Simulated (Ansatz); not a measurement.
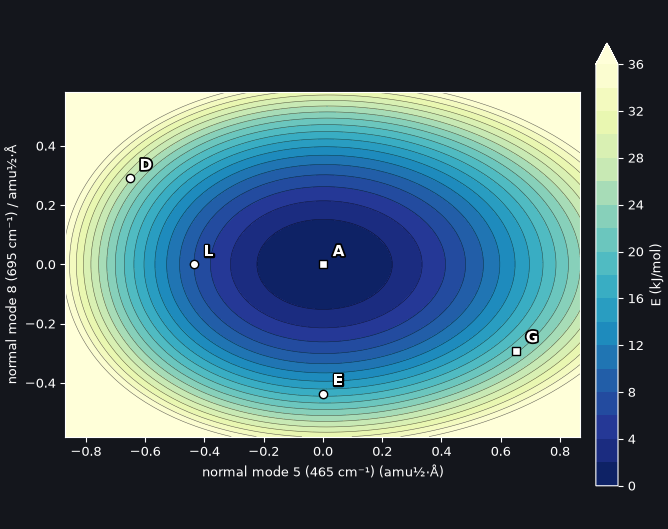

FGaH3OSi, SMILES [F][Ga][O][SiH3], spin multiplicity 2. 
- The first coordinate is: normal mode 5 (465 cm⁻¹); the second: normal mode 8 (695 cm⁻¹).
- Nothing is relaxed (straight displacements along the two mass-weighted modes).
- The scan uses a 9 × 9 grid.
- Points are written as (first, second).
- Energies are in kJ/mol, from the lowest grid point.
- Computed with UKS PBE-D4/def2-SVP in Ansatz.

In the figure: filled contours, one colour for all values above the top of the scale, lettered points. Between grid points the surface is interpolated.

Is L the lowest point of the computed grid?

Answer. No. L lies 8.0 kJ/mol above the lowest grid point, which is at (0.000 amu½·Å, 0.000 amu½·Å).

What kind of point is each of A, D, E, G, L: minimum, saddle, maximum or slope?

Answer. A: minimum; D: on a slope; E: on a slope; G: on a slope; L: on a slope. (In these two coordinates alone; a stationary point may lie a little off the grid point.)

Rank the lettered points by energy, lowest first.

Answer. A (0.0 kJ/mol), L (8.0 kJ/mol), E (17.2 kJ/mol), G (21.5 kJ/mol), D (26.5 kJ/mol).
